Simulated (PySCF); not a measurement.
Geometry relaxation of C5H13AlO (part 2 of 2)

The same run, continued: C5H13AlO (AlEt2(OMe)); PBE0-D3(BJ)/def2-SVP geometry optimisation, gas phase (PySCF 2.14.0). It belongs to a series of runs on one base structure; here: one ligand: Et to OMe.

Geometry of the input (Å):
```
Al 0.2540  0.2663  0.1414
C  2.1488  0.1937  -0.2884
C  2.5772  -1.2385  -0.5534
H  2.8478  0.6331  0.5387
H  2.4154  0.8086  -1.1790
H  3.7101  -1.2663  -0.6486
H  2.3832  -1.8797  0.3064
H  2.2270  -1.6212  -1.4436
C  -0.8725  2.0531  -0.0988
C  -2.3011  1.7781  -0.6359
H  -0.3716  2.6976  -0.8236
H  -0.9178  2.5998  0.8058
H  -2.9557  2.7409  -0.7312
H  -2.3253  1.3624  -1.6447
H  -2.8260  1.0537  -0.0110
O  -0.5826  -0.9348  0.7760
C  -1.2245  -2.0609  1.2763
H  -0.6654  -2.5074  2.1110
H  -1.3732  -2.8742  0.5124
H  -2.2852  -1.7902  1.6894
```

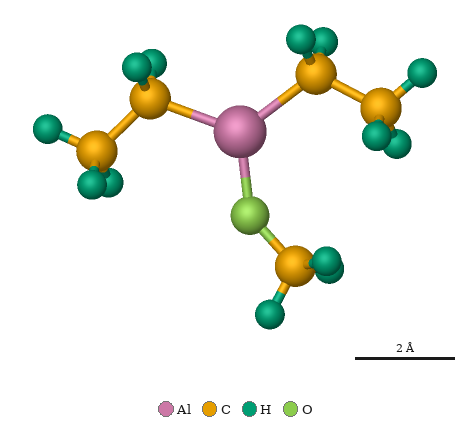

Figure 1. The geometry at step 13 of the log (ball-and-stick view, seen at a tilt).

Trajectory as extended XYZ, continued:
```
20
Properties=species:S:1:pos:R:3:forces:R:3 step=9 energy=-14023.39676
Al    0.0787    0.3061   -0.1542    0.0624   0.2247   0.0615
C     2.0236    0.1214   -0.3500    0.1094  -0.1356   0.0138
C     2.6038   -1.2702   -0.0746   -0.1093   0.0279  -0.0334
H     2.4759    0.8596    0.3404   -0.0025   0.0193   0.0063
H     2.3354    0.4765   -1.3500   -0.0683  -0.0063  -0.0296
H     3.6905   -1.3170   -0.2520    0.0215  -0.0068  -0.0033
H     2.4366   -1.5767    0.9711   -0.0145  -0.0138  -0.0162
H     2.1361   -2.0454   -0.7078    0.0613   0.0585   0.0397
C    -0.8204    2.0342   -0.3797    0.1499   0.0351  -0.0063
C    -2.3435    2.0825   -0.3292   -0.0462  -0.0618  -0.0007
H    -0.4396    2.4999   -1.3089   -0.0227   0.0032   0.0118
H    -0.3895    2.6651    0.4272   -0.0443   0.0045  -0.0689
H    -2.7404    3.1038   -0.4536    0.0125   0.0157   0.0056
H    -2.7982    1.4615   -1.1183    0.0043   0.0131   0.0128
H    -2.7276    1.6986    0.6291   -0.0040  -0.0151  -0.0106
O    -0.8678   -0.9771    0.3927   -0.1595  -0.1259   0.0373
C    -1.1355   -2.2466    0.8539    0.0872   0.0183  -0.0476
H    -0.4190   -2.5682    1.6335   -0.0096  -0.0107   0.0070
H    -1.0875   -2.9942    0.0407   -0.0106  -0.0280  -0.0023
H    -2.1491   -2.2997    1.2891   -0.0168  -0.0163   0.0230
20
Properties=species:S:1:pos:R:3:forces:R:3 step=10 energy=-14023.40747
Al    0.0706    0.3253   -0.1880    0.0168   0.2595   0.0568
C     2.0147    0.0972   -0.3493    0.0997  -0.2104   0.0324
C     2.5499   -1.2855    0.0467   -0.1526   0.0316  -0.0470
H     2.4895    0.8788    0.2732   -0.0007   0.0278   0.0092
H     2.3352    0.3484   -1.3776   -0.0726   0.0061  -0.0296
H     3.6296   -1.3916   -0.1448    0.0346  -0.0118   0.0024
H     2.3915   -1.4862    1.1192    0.0014  -0.0089  -0.0146
H     2.0383   -2.0990   -0.5004    0.0925   0.0827   0.0334
C    -0.8157    2.0604   -0.4218    0.1456   0.0140  -0.0213
C    -2.3295    2.1122   -0.2416   -0.0419  -0.0482   0.0068
H    -0.5232    2.4665   -1.4097   -0.0125  -0.0008   0.0195
H    -0.3142    2.7375    0.3016   -0.0545  -0.0058  -0.0630
H    -2.7422    3.1224   -0.4011    0.0148   0.0164   0.0005
H    -2.8468    1.4357   -0.9411    0.0062   0.0177   0.0124
H    -2.6261    1.7966    0.7712   -0.0056  -0.0145  -0.0085
O    -0.9320   -0.9468    0.3025   -0.1034  -0.1332   0.0341
C    -1.0918   -2.2515    0.7239    0.0692   0.0315  -0.0550
H    -0.3453   -2.5442    1.4867   -0.0135  -0.0058   0.0071
H    -0.9961   -2.9669   -0.1139   -0.0093  -0.0251  -0.0041
H    -2.0942   -2.3950    1.1637   -0.0141  -0.0227   0.0285
20
Properties=species:S:1:pos:R:3:forces:R:3 step=11 energy=-14023.41765
Al    0.0768    0.3653   -0.1684   -0.0251   0.1203   0.0198
C     2.0154    0.0813   -0.3323    0.0223  -0.1795   0.0532
C     2.5067   -1.3050    0.1017   -0.1020   0.0207  -0.0386
H     2.5292    0.8692    0.2491    0.0063   0.0218  -0.0030
H     2.3142    0.2791   -1.3790   -0.0440   0.0179  -0.0191
H     3.5806   -1.4549   -0.0951    0.0274  -0.0042   0.0124
H     2.3494   -1.4711    1.1802    0.0116   0.0024  -0.0078
H     1.9654   -2.1164   -0.4172    0.0728   0.0620   0.0105
C    -0.8124    2.0942   -0.4332    0.0433  -0.0178  -0.0038
C    -2.3224    2.1071   -0.2014   -0.0152   0.0001   0.0131
H    -0.5729    2.4579   -1.4511    0.0073  -0.0122   0.0091
H    -0.3093    2.8214    0.2351   -0.0255  -0.0082  -0.0273
H    -2.7697    3.0989   -0.3823    0.0078   0.0087  -0.0045
H    -2.8408    1.3890   -0.8565    0.0011   0.0143   0.0057
H    -2.5753    1.8206    0.8317   -0.0030  -0.0087  -0.0075
O    -0.9621   -0.9078    0.2745    0.0031  -0.0629   0.0074
C    -1.0518   -2.2351    0.6532    0.0314   0.0435  -0.0298
H    -0.2931   -2.5151    1.4088   -0.0083  -0.0015  -0.0005
H    -0.9207   -2.9196   -0.2061   -0.0045  -0.0046  -0.0032
H    -2.0451   -2.4448    1.0877   -0.0069  -0.0119   0.0139
20
Properties=species:S:1:pos:R:3:forces:R:3 step=12 energy=-14023.42094
Al    0.0720    0.3715   -0.1450   -0.0225  -0.0168   0.0189
C     2.0088    0.0776   -0.3229   -0.0204  -0.0512   0.0442
C     2.5126   -1.3067    0.0903   -0.0181   0.0005  -0.0150
H     2.5261    0.8647    0.2576    0.0118   0.0080  -0.0170
H     2.2867    0.2889   -1.3731   -0.0162   0.0103  -0.0099
H     3.5893   -1.4420   -0.1064    0.0096   0.0048   0.0158
H     2.3563   -1.4925    1.1655    0.0036   0.0021  -0.0025
H     1.9854   -2.1146   -0.4436    0.0212   0.0144  -0.0101
C    -0.8135    2.0974   -0.4283   -0.0187  -0.0169   0.0181
C    -2.3270    2.1104   -0.2124    0.0100   0.0171   0.0025
H    -0.5638    2.4527   -1.4462    0.0068  -0.0138  -0.0066
H    -0.3226    2.8336    0.2376    0.0011  -0.0009  -0.0061
H    -2.7699    3.1033   -0.3992    0.0017  -0.0010  -0.0020
H    -2.8388    1.3929   -0.8726   -0.0043   0.0056  -0.0055
H    -2.5921    1.8244    0.8176    0.0018  -0.0041  -0.0027
O    -0.9621   -0.9102    0.2943    0.0149   0.0234  -0.0089
C    -1.0463   -2.2394    0.6648    0.0148   0.0178  -0.0097
H    -0.2880   -2.5211    1.4200    0.0038  -0.0010  -0.0036
H    -0.9123   -2.9193   -0.1979   -0.0017   0.0026  -0.0007
H    -2.0386   -2.4575    1.0991    0.0010  -0.0008   0.0008
20
Properties=species:S:1:pos:R:3:forces:R:3 step=13 energy=-14023.42262
Al    0.0461    0.3599   -0.1357    0.0077  -0.0560   0.0042
C     1.9824    0.0631   -0.3151   -0.0484   0.0531   0.0239
C     2.5114   -1.3034    0.1149    0.0662  -0.0105   0.0053
H     2.4973    0.8703    0.2402    0.0128  -0.0079  -0.0175
H     2.2390    0.2606   -1.3740    0.0020  -0.0051  -0.0026
H     3.5902   -1.4216   -0.0847   -0.0065   0.0092   0.0144
H     2.3665   -1.4767    1.1936   -0.0116  -0.0022   0.0026
H     2.0000   -2.1276   -0.4060   -0.0170  -0.0249  -0.0239
C    -0.8168    2.0910   -0.4405   -0.0483  -0.0033   0.0241
C    -2.3258    2.1444   -0.2006    0.0175   0.0211  -0.0115
H    -0.5774    2.4121   -1.4722    0.0032  -0.0147  -0.0159
H    -0.3005    2.8367    0.1936    0.0154   0.0057   0.0102
H    -2.7468    3.1429   -0.4072   -0.0068  -0.0064   0.0059
H    -2.8655    1.4231   -0.8334   -0.0036  -0.0024  -0.0120
H    -2.5805    1.8913    0.8405    0.0000   0.0020   0.0058
O    -0.9924   -0.9248    0.2899    0.0158   0.0851  -0.0151
C    -1.0272   -2.2597    0.6458   -0.0017  -0.0452   0.0020
H    -0.2546   -2.5240    1.3930   -0.0015  -0.0022   0.0001
H    -0.8743   -2.9246   -0.2256   -0.0046  -0.0021   0.0011
H    -2.0086   -2.5189    1.0827    0.0095   0.0065  -0.0010
20
Properties=species:S:1:pos:R:3:forces:R:3 step=14 energy=-14023.42276
Al    0.0453    0.3560   -0.1121    0.0246  -0.0648  -0.0050
C     1.9812    0.0726   -0.3090   -0.0324   0.0572   0.0050
C     2.5317   -1.2978    0.0797    0.0602   0.0020   0.0129
H     2.4938    0.8717    0.2598    0.0122  -0.0057  -0.0071
H     2.2252    0.3006   -1.3651    0.0069  -0.0075   0.0011
H     3.6147   -1.3883   -0.1120   -0.0091   0.0083   0.0063
H     2.3803   -1.5104    1.1504   -0.0155  -0.0069   0.0011
H     2.0417   -2.1125   -0.4756   -0.0248  -0.0242  -0.0160
C    -0.8179    2.0855   -0.4258   -0.0520  -0.0079   0.0114
C    -2.3325    2.1382   -0.2253    0.0120   0.0130  -0.0064
H    -0.5523    2.4096   -1.4504    0.0062  -0.0079  -0.0071
H    -0.3184    2.8289    0.2242    0.0162   0.0070   0.0083
H    -2.7469    3.1398   -0.4298   -0.0049  -0.0015   0.0048
H    -2.8563    1.4272   -0.8830    0.0014  -0.0024  -0.0032
H    -2.6151    1.8718    0.8052   -0.0013   0.0003   0.0008
O    -0.9823   -0.9319    0.3222   -0.0108   0.0489  -0.0064
C    -1.0383   -2.2650    0.6819   -0.0037  -0.0259   0.0073
H    -0.2694   -2.5395    1.4291    0.0082   0.0017  -0.0056
H    -0.8993   -2.9360   -0.1872    0.0022   0.0102  -0.0013
H    -2.0227   -2.5065    1.1223    0.0043   0.0061  -0.0008
20
Properties=species:S:1:pos:R:3:forces:R:3 step=15 energy=-14023.42323
Al    0.0402    0.3516   -0.1132    0.0208  -0.0149  -0.0077
C     1.9764    0.0721   -0.3074   -0.0072   0.0261  -0.0025
C     2.5321   -1.2956    0.0871    0.0235   0.0037   0.0087
H     2.4892    0.8750    0.2557    0.0053  -0.0025  -0.0012
H     2.2200    0.2941   -1.3650    0.0023  -0.0042   0.0015
H     3.6160   -1.3815   -0.1002   -0.0042   0.0053   0.0023
H     2.3770   -1.5062    1.1577   -0.0107  -0.0062  -0.0014
H     2.0463   -2.1137   -0.4682   -0.0084  -0.0087  -0.0055
C    -0.8212    2.0822   -0.4283   -0.0273  -0.0078   0.0045
C    -2.3339    2.1448   -0.2194    0.0052   0.0053  -0.0039
H    -0.5602    2.3963   -1.4575    0.0024  -0.0017  -0.0012
H    -0.3121    2.8275    0.2124    0.0074   0.0034   0.0023
H    -2.7450    3.1469   -0.4276   -0.0004   0.0003   0.0031
H    -2.8650    1.4323   -0.8698    0.0017  -0.0015   0.0006
H    -2.6122    1.8864    0.8145   -0.0001  -0.0010  -0.0009
O    -0.9908   -0.9340    0.3177   -0.0162   0.0105   0.0043
C    -1.0328   -2.2692    0.6742    0.0009  -0.0146  -0.0015
H    -0.2574   -2.5387    1.4165    0.0029   0.0000  -0.0030
H    -0.8914   -2.9357   -0.1978   -0.0006   0.0047  -0.0014
H    -2.0130   -2.5205    1.1179    0.0025   0.0038   0.0029
20
Properties=species:S:1:pos:R:3:forces:R:3 step=16 energy=-14023.42345
Al    0.0377    0.3493   -0.1148    0.0083   0.0199  -0.0036
C     1.9745    0.0744   -0.3057    0.0129  -0.0040  -0.0067
C     2.5322   -1.2925    0.0914   -0.0142   0.0015   0.0018
H     2.4871    0.8786    0.2556   -0.0026   0.0012   0.0029
H     2.2197    0.2933   -1.3636   -0.0011   0.0002   0.0021
H     3.6176   -1.3738   -0.0869    0.0022   0.0001   0.0008
H     2.3675   -1.5063    1.1601   -0.0018  -0.0021  -0.0022
H     2.0525   -2.1111   -0.4695    0.0077   0.0061   0.0020
C    -0.8259    2.0794   -0.4294    0.0046  -0.0049  -0.0055
C    -2.3368    2.1462   -0.2139   -0.0041  -0.0005   0.0015
H    -0.5690    2.3867   -1.4619   -0.0014   0.0043   0.0029
H    -0.3104    2.8267    0.2043   -0.0011  -0.0010  -0.0023
H    -2.7471    3.1485   -0.4230    0.0014   0.0006   0.0004
H    -2.8719    1.4325   -0.8597    0.0002   0.0003   0.0023
H    -2.6111    1.8917    0.8220   -0.0003  -0.0018  -0.0007
O    -0.9956   -0.9349    0.3140   -0.0092  -0.0182   0.0091
C    -1.0262   -2.2720    0.6675   -0.0004   0.0029  -0.0073
H    -0.2437   -2.5383    1.4034   -0.0001  -0.0019  -0.0015
H    -0.8865   -2.9346   -0.2076   -0.0020  -0.0006  -0.0019
H    -2.0019   -2.5298    1.1168    0.0010  -0.0019   0.0060
```

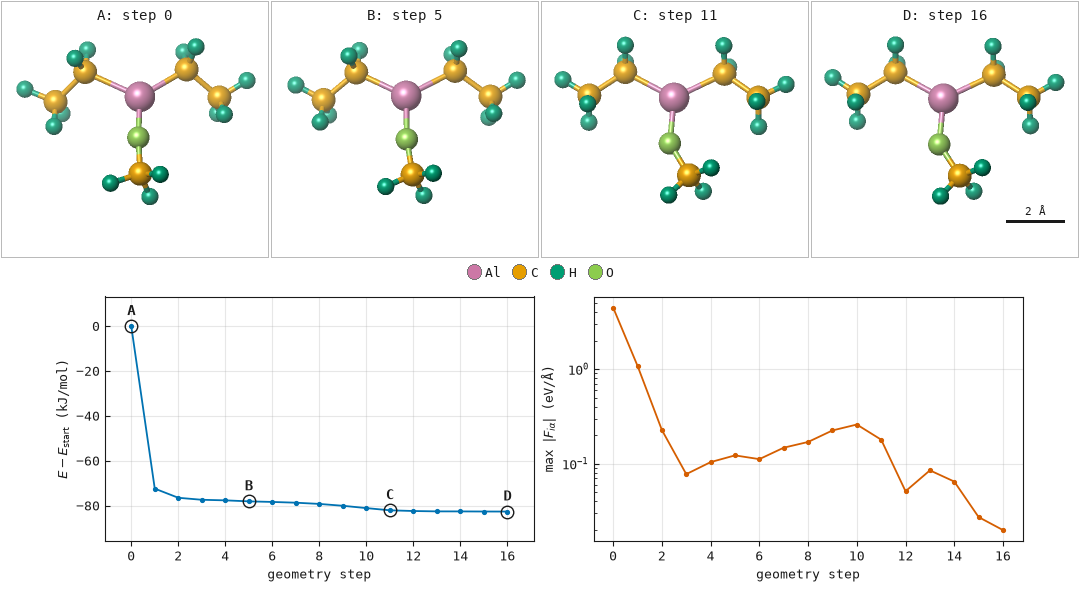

Figure 2. Frames of the relaxation (ball-and-stick view, seen at a tilt) above the curves, on which the letters mark them (steps are counted from 0).

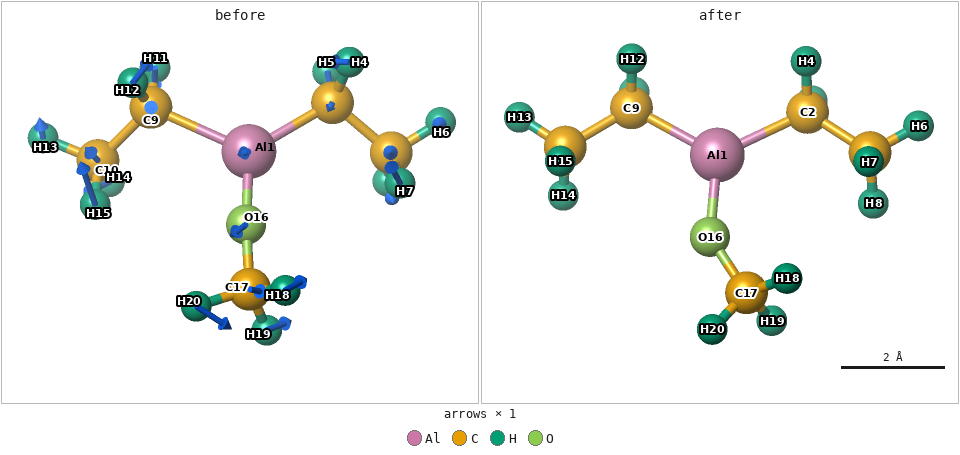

Figure 3. Before (left) and after (right) the relaxation, at one scale (ball-and-stick view, seen at a tilt). The blue arrows give the displacements, at true length. Over 16 geometry steps the energy falls by 82.6 kJ/mol. The largest force component goes from 4.5 to 0.02 eV/Å. H15 moves most after the best rigid fit: 1.21 Å. Largest moves by element: H 1.21 Å, C 0.62 Å, O 0.57 Å, Al 0.36 Å. Among the contacts that change: Al1–C9 2.126 → 1.959 Å, Al1–O16 1.595 → 1.703 Å, C3–H8 1.030 → 1.102 Å, C10–H13 1.168 → 1.103 Å. Among the angles that change: Al1–O16–C17 174.7° → 143.8°, H7–C3–H8 113.7° → 106.5°, Al1–C2–C3 110.4° → 117.3°. (Atoms are counted from 1 in the order of the input.)

Results in brief:

| quantity | value |
| --- | --- |
| outcome | converged |
| total energy | −515.351311 hartree |
| dipole moment | 0.87 D |
| point group | C1 |
| wall time | 3.7 min |
| peak memory | 0.65 GiB |
